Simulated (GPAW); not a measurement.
**InF3 (R-3c): G0W0 on several meshes in GPAW**

How does the mesh move the gap of InF3 (R-3c)?

Program: GPAW 26.7.0. Level of theory: LDA and many-body steps on it, plane waves. Results are calculated unless marked as measured.

## 1. The structure

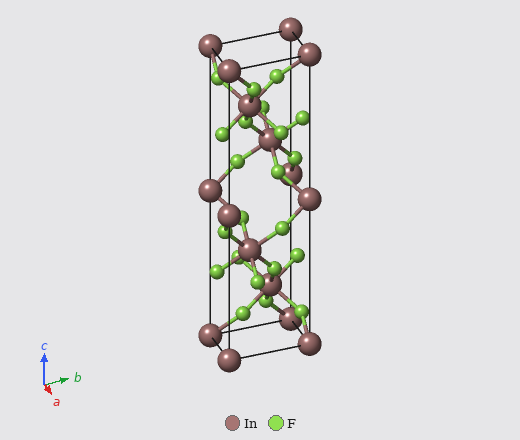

The cell as given, slightly off an axis (indium brown, fluorine green). This picture shows the conventional cell, with its axes. Bonds to atoms that aren't drawn are left out. Some periodic images of atoms are drawn too.

Structure file:

```xyz
8
Lattice="2.6021 1.5023 4.9075 -2.6021 1.5023 4.9075 0.0000 -3.0047 4.9075" Properties=species:S:1:pos:R:3 pbc="T T T"
In    0.0000    0.0000    7.3613
In    0.0000    0.0000    0.0000
F    -0.9219    1.4079    6.1344
F     1.6802    0.0945    6.1344
F     0.7583    1.5023    8.5881
F    -1.6802   -0.0945    8.5881
F     0.9219   -1.4079    8.5881
F    -0.7583   -1.5023    6.1344
```

The cell and positions are those that the Materials Project relaxed with its own functionals (PBE, PBE+U or r2SCAN), kept fixed.

## 2. Empty states on the mesh, 4×4×4 mesh, 397 bands

This step: GPAW 26.7.0; DFT, LDA, plane waves, PAW.

The sums over transitions need many empty states on a uniform mesh; this step solves for them.

run.py reads:

```python
import json
import numpy as np
from gpaw.mpi import world
from gpaw import GPAW

calc = GPAW('gs.gpw').fixed_density(kpts={'size': (4, 4, 4), 'gamma': True},
    parallel={'domain': 1, 'band': 1},
    txt='nscf.txt')
calc.diagonalize_full_hamiltonian(nbands=397)
calc.write('full.gpw', mode='all')
res = {}
kpts = calc.get_ibz_k_points()
res['kpts'] = kpts
res['eigenvalues'] = [calc.get_eigenvalues(kpt=k) for k in range(len(kpts))]
res['n_electrons'] = calc.get_number_of_electrons()

if world.rank == 0:
    with open('result.json', 'w') as f:
        json.dump(res, f, default=lambda x: x.tolist())
```

Command:

```sh
$ mpirun -n 8 gpaw python run.py
```

Numbers of over 12 decimals in the logs are rounded to 6 here.

What it wrote:

```text
Diagonalizing LCAO Hamiltonian
Converting LCAO to pw mode
convergence criteria:
- Maximum integral of absolute [eigenst]ate change: 4e-08 eV^2 / valence electron
maximum number of iterations: 100

SCF iterations
|iter     |     time |      energy | eigst |  dens |
|iter:   1|  |             | +0.50 |       |
|iter:   2|  |             | -0.65 |       |
|iter:   3|  |             | -1.38 |       |
[...]
|iter:  14|  |             | -6.60 |       |
|iter:  15|  |             | -7.05 |       |
|iter:  16|  |             | -7.48c|       |
SCF steps: 16
  __  _  _
 | _ |_)|_||  |
 |__||  | ||/\| - 26.7.0

Input parameters:
  mode=PW(ecut=600.0),
  convergence={'density': 1e-06, 'bands': -3},
  gpts=array([35, 35, 35]),
  kpts=MonkhorstPack(size=(4, 4, 4), gamma=True),
  maxiter=100,
  nbands=44,
  occupations=Occupations(name='fermi-dirac', width=0.001, fixmagmom=False),
  parallel={'domain': 1, 'band': 1},
  xc=XC(name='LDA')
Matrix size: 3895x3895
# Writing to full.gpw (mode='all')
  [... matrices ...]

timing:  # [seconds]
  Total: 93.523  # ━━━━━━━━━━━━━━━━━━━━━━━━━━━━━━━━━━━━━━━━━━━━━━━━━━━━━━━━━━
```

Wall time 1.9 min (8 MPI ranks of Intel Xeon Platinum 8259CL at 2.50GHz (Skylake/Cascade Lake), shared host); peak memory 10 GiB; 15 min of CPU time.

Numbers from this step:

```
gap                                                           : 4.001 eV
k of the valence top                                          : 0.5, 0.5, 0
k of the conduction bottom                                    : 0, 0, 0
least direct gap                                              : 4.036 eV
k points computed                                             : 14
lowest point of the top converged band, above the valence top : 120.5849 eV
```

On this mesh the gap is 4.001 eV.

## 3. 4×4×4

Now the one-shot GW correction: screening in the RPA, then the self-energy of the levels asked for.

This step: G0W0 on LDA, plane waves, PAW.

run.py reads:

```python
import json
import numpy as np
from gpaw.mpi import world
from gpaw.response.g0w0 import G0W0

gw = G0W0('full.gpw',
    filename='gw',
    kpts=[0, 11],
    bands=(32, 36),
    ecut=78,
    nbands=180,
    integrate_gamma='WS',
    ppa=True)
gw.calculate()
res = {mode: {k: v for k, v in r.items() if k != 'sigma_eskwn'}
       for mode, r in gw.all_results.items()}

if world.rank == 0:
    with open('result.json', 'w') as f:
        json.dump(res, f, default=lambda x: x.tolist())
```

Command:

```sh
$ mpirun -n 8 gpaw python run.py
```

What it wrote:

```text
Using integrator: PointIntegrator
FrequencyGridDescriptor(from 0.000+0.000j to 0.000+27.211j eV, 2 points)
Nonperiodic BCs:  [False False False]
Using integrator: PointIntegrator
FrequencyGridDescriptor(from 0.000+0.000j to 0.000+27.211j eV, 2 points)
Nonperiodic BCs:  [False False False]
  ___  _ _ _
 |   || | | |
 | | || | | |
 |__ ||_____|
 |___|

BZ k-points: Symmetries present (total): 6

  [... matrices ...]
64 k-points: 4 x 4 x 4 Monkhorst-Pack grid + [1/8,1/8,1/8]
14 k-points in the irreducible part of the Brillouin zone
       k-points in crystal coordinates                weights
   0:     0.00000000    0.00000000    0.00000000          1/64
   1:     0.25000000    0.00000000   -0.25000000          6/64
   2:     0.25000000    0.00000000    0.00000000          6/64
   3:     0.25000000    0.25000000   -0.25000000          6/64
   4:     0.25000000    0.25000000    0.00000000          6/64
   5:     0.25000000    0.25000000    0.25000000          2/64
   6:     0.50000000    0.00000000    0.00000000          3/64
   7:     0.50000000    0.00000000    0.25000000          6/64
   8:     0.50000000    0.25000000   -0.25000000          6/64
   9:     0.50000000    0.25000000    0.00000000          6/64
          ...
  13:     0.50000000    0.50000000    0.50000000          1/64

Distributing spins, k-points and bands (1 x 2 x 4) over 8 processes
Number of blocks: 1

Quasi particle states:
k-points (IBZ indices): [0, 11]
Band range: (32, 36)
  [... matrices ...]
Computational parameters:
Plane wave cut-off: 78 eV
Number of bands: 180
Coulomb cutoff: None
Broadening: 0.1 eV

fxc modes: GW
Kernel: RPA
Using Godby-Needs plasmon-pole approximation:
  Fitting energy: i*E0, E0 = 1.000 Hartree
Summing all q:

Calculating screened Coulomb potential
No Coulomb truncation
FrequencyGridDescriptor(from 0.000+0.000j to 0.000+27.211j eV, 2 points)
Removing empty qpoint cache files...

Calculating chi0 body with:
    Ground state adapter containing:
    Number of spins: 1
    Number of kpoints: 64
    Number of irreducible kpoints: 14
    Number of completely occupied states: 34
    Number of partially occupied states: 34
    Occupied states memory: 22.243500 M / cpu

    Linear response parametrization:
    q_c: [0.0, 0.0, 0.0]
    Number of frequency points: 2
    Planewave cutoff: 78.0
    Number of bands: 180
    Number of planewaves: 181
    Broadening (eta): 1e-06
    comm.size: 8
    kncomm.size: 8
    blockcomm.size: 1

    Memory estimate of potentially large arrays:
        chi0_wGG: 0.999786 M / cpu
Integrating chi0 body.

Symmetries of q_c:
    Direct symmetries (Uq -> q): 6
    Indirect symmetries (TUq -> q): 0
In total 6 allowed symmetries.

  [... matrices ...]
14 groups of equivalent kpoints. 78.125% reduction.

Integral kind: response function
Integrating chi0 head and wings.

Symmetries of q_c:
    Direct symmetries (Uq -> q): 6
    Indirect symmetries (TUq -> q): 0
In total 6 allowed symmetries.

  [... matrices ...]
14 groups of equivalent kpoints. 78.125% reduction.

Integral kind: response function wings

Calculating chi0 body with:
    Ground state adapter containing:
    Number of spins: 1
    Number of kpoints: 64
    Number of irreducible kpoints: 14
    Number of completely occupied states: 34
    Number of partially occupied states: 34
    Occupied states memory: 22.243500 M / cpu

[... the further q-points ...]

Results:
f:      Occupation numbers
eps:     KS-eigenvalues [eV]
vxc:     KS vxc [eV]
exx:     Exact exchange [eV]
sigma:   Self-energies [eV]
dsigma:  Self-energy derivatives
Z:       Renormalization factors
qp:      QP-energies [eV]

k-point 0 (0): (0.000, 0.000, 0.000)                GW
band       f     eps     vxc     exx   sigma  dsigma       Z      qp
                                                                   GW
  32   1.000  -1.022 -24.799 -32.263   5.434  -0.256   0.796  -2.638
  33   1.000  -1.022 -24.799 -32.263   5.434  -0.256   0.796  -2.638
  34   0.000   3.014 -16.532 -11.641  -2.596  -0.151   0.869   5.007
  35   0.000   8.480 -22.189 -15.062  -3.137  -0.192   0.839  11.828

k-point 1 (11): (0.500, 0.500, 0.000)                GW
band       f     eps     vxc     exx   sigma  dsigma       Z      qp
                                                                   GW
  32   1.000  -1.099 -26.206 -32.908   4.951  -0.241   0.806  -2.511
  33   1.000  -0.987 -24.831 -32.313   5.447  -0.257   0.796  -2.607
  34   0.000   5.573 -20.209 -14.518  -2.616  -0.175   0.851   8.191
  35   0.000   7.135 -21.280 -14.818  -2.900  -0.190   0.840  10.128
```

The job ended after 8 min (8 MPI ranks; peak memory 4.4 GiB; 64 min of CPU time).

This step gave:

```yaml
g0w0_gap_on_the_points_computed: 7.518 eV
least_direct_g0w0_gap_on_the_computed_points: 7.645 eV
z_at_the_valence_top: 0.8061
z_at_the_conduction_bottom: 0.8686
starting_gap_on_the_mesh: 4.001 eV
k_of_the_valence_top: 0.5, 0.5, 0
k_of_the_conduction_bottom: 0, 0, 0
```

The gap on the mesh goes from 4.00 eV to 7.52 eV, a correction of +3.52 eV.

## 4. Empty states on the mesh, 2×2×2 mesh, 190 bands

This step: DFT, LDA, plane waves, PAW.

run.py reads:

```python
import json
import numpy as np
from gpaw.mpi import world
from gpaw import GPAW

calc = GPAW('gs.gpw').fixed_density(kpts={'size': (2, 2, 2), 'gamma': True},
    nbands=221,
    convergence={'bands': 190},
    txt='nscf.txt')
calc.write('full.gpw', mode='all')
res = {}
kpts = calc.get_ibz_k_points()
res['kpts'] = kpts
res['eigenvalues'] = [calc.get_eigenvalues(kpt=k) for k in range(len(kpts))]
res['n_electrons'] = calc.get_number_of_electrons()

if world.rank == 0:
    with open('result.json', 'w') as f:
        json.dump(res, f, default=lambda x: x.tolist())
```

Command:

```sh
$ mpirun -n 8 gpaw python run.py
```

What it wrote:

```text
Diagonalizing LCAO Hamiltonian
Converting LCAO to pw mode
convergence criteria:
- Maximum integral of absolute [eigenst]ate change: 4e-08 eV^2 / valence electron
maximum number of iterations: 100

SCF iterations
|iter     |     time |      energy | eigst |  dens |
|iter:   1|  |             | +4.03 |       |
|iter:   2|  |             | +2.81 |       |
|iter:   3|  |             | +1.74 |       |
[...]
|iter:  14|  |             | -6.53 |       |
|iter:  15|  |             | -7.15 |       |
|iter:  16|  |             | -7.58c|       |
SCF steps: 16
  __  _  _
 | _ |_)|_||  |
 |__||  | ||/\| - 26.7.0

Input parameters:
  mode=PW(ecut=600.0),
  convergence={'bands': 190},
  gpts=array([35, 35, 35]),
  kpts=MonkhorstPack(size=(2, 2, 2), gamma=True),
  maxiter=100,
  nbands=221,
  occupations=Occupations(name='fermi-dirac', width=0.001, fixmagmom=False),
  parallel={},
  xc=XC(name='LDA')
# Writing to full.gpw (mode='all')
  [... matrices ...]

timing:  # [seconds]
  Total: 0.107  # ━━━━━━━━━━━━━━━━━━━━━━━━━━━━━━━━━━━━━━━━━━━━━━━━━━━━━━━━━━━
```

Wall time 25 s (8 MPI ranks); peak memory 1.9 GiB.

This step gave:

| Item | Value |
| --- | --- |
| gap | 4.001 eV |
| k of the valence top | 0.5, 0.5, 0 |
| k of the conduction bottom | 0, 0, 0 |
| least direct gap | 4.036 eV |
| k points computed | 4 |
| lowest point of the top converged band, above the valence top | 69.6959 eV |

On this mesh the gap is 4.001 eV.

## 5. 2×2×2

This step: G0W0 on LDA, plane waves, PAW.

run.py reads:

```python
import json
import numpy as np
from gpaw.mpi import world
from gpaw.response.g0w0 import G0W0

gw = G0W0('full.gpw',
    filename='gw',
    kpts=[0, 2],
    bands=(32, 36),
    ecut=78,
    nbands=180,
    integrate_gamma='WS',
    ppa=True)
gw.calculate()
res = {mode: {k: v for k, v in r.items() if k != 'sigma_eskwn'}
       for mode, r in gw.all_results.items()}

if world.rank == 0:
    with open('result.json', 'w') as f:
        json.dump(res, f, default=lambda x: x.tolist())
```

Command:

```sh
$ mpirun -n 8 gpaw python run.py
```

What it wrote:

```text
Using integrator: PointIntegrator
FrequencyGridDescriptor(from 0.000+0.000j to 0.000+27.211j eV, 2 points)
Nonperiodic BCs:  [False False False]
Using integrator: PointIntegrator
FrequencyGridDescriptor(from 0.000+0.000j to 0.000+27.211j eV, 2 points)
Nonperiodic BCs:  [False False False]
  ___  _ _ _
 |   || | | |
 | | || | | |
 |__ ||_____|
 |___|

BZ k-points: Symmetries present (total): 6

  [... matrices ...]
8 k-points: 2 x 2 x 2 Monkhorst-Pack grid + [1/4,1/4,1/4]
4 k-points in the irreducible part of the Brillouin zone
       k-points in crystal coordinates                weights
   0:     0.00000000    0.00000000    0.00000000          1/8
   1:     0.50000000    0.00000000    0.00000000          3/8
   2:     0.50000000    0.50000000    0.00000000          3/8
   3:     0.50000000    0.50000000    0.50000000          1/8

Distributing spins, k-points and bands (1 x 2 x 4) over 8 processes
Number of blocks: 1

Quasi particle states:
k-points (IBZ indices): [0, 2]
Band range: (32, 36)
  [... matrices ...]
Computational parameters:
Plane wave cut-off: 78 eV
Number of bands: 180
Coulomb cutoff: None
Broadening: 0.1 eV

fxc modes: GW
Kernel: RPA
Using Godby-Needs plasmon-pole approximation:
  Fitting energy: i*E0, E0 = 1.000 Hartree
Summing all q:

Calculating screened Coulomb potential
No Coulomb truncation
FrequencyGridDescriptor(from 0.000+0.000j to 0.000+27.211j eV, 2 points)
Removing empty qpoint cache files...

Calculating chi0 body with:
    Ground state adapter containing:
    Number of spins: 1
    Number of kpoints: 8
    Number of irreducible kpoints: 4
    Number of completely occupied states: 34
    Number of partially occupied states: 34
    Occupied states memory: 22.243500 M / cpu

    Linear response parametrization:
    q_c: [0.0, 0.0, 0.0]
    Number of frequency points: 2
    Planewave cutoff: 78.0
    Number of bands: 180
    Number of planewaves: 181
    Broadening (eta): 1e-06
    comm.size: 8
    kncomm.size: 8
    blockcomm.size: 1

    Memory estimate of potentially large arrays:
        chi0_wGG: 0.999786 M / cpu
Integrating chi0 body.

Symmetries of q_c:
    Direct symmetries (Uq -> q): 6
    Indirect symmetries (TUq -> q): 0
In total 6 allowed symmetries.

  [... matrices ...]
4 groups of equivalent kpoints. 50.0% reduction.

Integral kind: response function
Integrating chi0 head and wings.

Symmetries of q_c:
    Direct symmetries (Uq -> q): 6
    Indirect symmetries (TUq -> q): 0
In total 6 allowed symmetries.

  [... matrices ...]
4 groups of equivalent kpoints. 50.0% reduction.

Integral kind: response function wings

Calculating chi0 body with:
    Ground state adapter containing:
    Number of spins: 1
    Number of kpoints: 8
    Number of irreducible kpoints: 4
    Number of completely occupied states: 34
    Number of partially occupied states: 34
    Occupied states memory: 22.243500 M / cpu

    Linear response parametrization:
[... the further q-points ...]

Results:
f:      Occupation numbers
eps:     KS-eigenvalues [eV]
vxc:     KS vxc [eV]
exx:     Exact exchange [eV]
sigma:   Self-energies [eV]
dsigma:  Self-energy derivatives
Z:       Renormalization factors
qp:      QP-energies [eV]

k-point 0 (0): (0.000, 0.000, 0.000)                GW
band       f     eps     vxc     exx   sigma  dsigma       Z      qp
                                                                   GW
  32   1.000  -1.022 -24.799 -32.275   5.434  -0.258   0.795  -2.645
  33   1.000  -1.022 -24.799 -32.275   5.434  -0.258   0.795  -2.645
  34   0.000   3.014 -16.532 -11.545  -2.664  -0.155   0.866   5.025
[...]
k-point 1 (2): (0.500, 0.500, 0.000)                GW
band       f     eps     vxc     exx   sigma  dsigma       Z      qp
                                                                   GW
[...]
34   0.000   5.573 -20.209 -14.528  -2.613  -0.178   0.849   8.177
  35   0.000   7.135 -21.280 -14.825  -2.909  -0.207   0.829  10.075
```

The job ended after 34 s (8 MPI ranks; peak memory 3.7 GiB).

This step gave:

```yaml
g0w0_gap_on_the_points_computed: 7.542 eV
least_direct_g0w0_gap_on_the_computed_points: 7.670 eV
z_at_the_valence_top: 0.8050
z_at_the_conduction_bottom: 0.8661
starting_gap_on_the_mesh: 4.001 eV
k_of_the_valence_top: 0.5, 0.5, 0
k_of_the_conduction_bottom: 0, 0, 0
```

Against G0W0 in GPAW (4×4×4 mesh, 180 bands, screening to 78 eV, Godby-Needs plasmon pole), the gap moves by +0.024 eV.

## 6. The runs together

Times are wall times on 8 MPI ranks of Intel Xeon Platinum 8259CL at 2.50GHz (Skylake/Cascade Lake), shared host, good to a factor of about two.

| run | mesh | bands | screening cutoff (eV) | DFT gap (eV) | gap on the mesh (eV) | direct (eV) | time |
| --- | --- | --- | --- | --- | --- | --- | --- |
| 4×4×4 | 4×4×4 | 180 | 78 | 4.001 | 7.518 | 7.645 | 8 min |
| 2×2×2 | 2×2×2 | 180 | 78 | 4.001 | 7.542 | 7.670 | 34 s |

## 7. What came out

| Quantity | Value |
| --- | --- |
| 4×4×4 | 7.518 eV |
| 2×2×2 | 7.542 eV |
| known limits | not at the basis limit; no spin-orbit coupling; coarse k mesh |

**Reading.** 2×2×2: +0.024 eV against 4×4×4. Bands and cutoff are finite, so the gap is not at the basis limit. The miss can reach some tenths of an eV and take either sign; the mesh is an error of its own. These stock PAW sets were not made for GW. In the G0W0 runs levels were corrected at 2 k points alone, so a gap called «on the mesh» is the least over those, and an edge elsewhere would be missed. The many-body steps are scalar-relativistic: spin-orbit coupling is not in them.

[Paths, hosts, dates, memory and timing lines, banners, echoed tables and standing remarks are left out of the program output.]

[Logs are printed without paths, hosts, clocks, repeated set-up lines and the standing remarks that a program may print on its own settings, such as how far it seeks lower states.]

[Runs of the session that timed out or met a known fault of the program may be left out.]

[Hosts, paths, dates, database ids (printed as entryN), source tags and the programs' standing remarks are cut or masked in the printed files.]
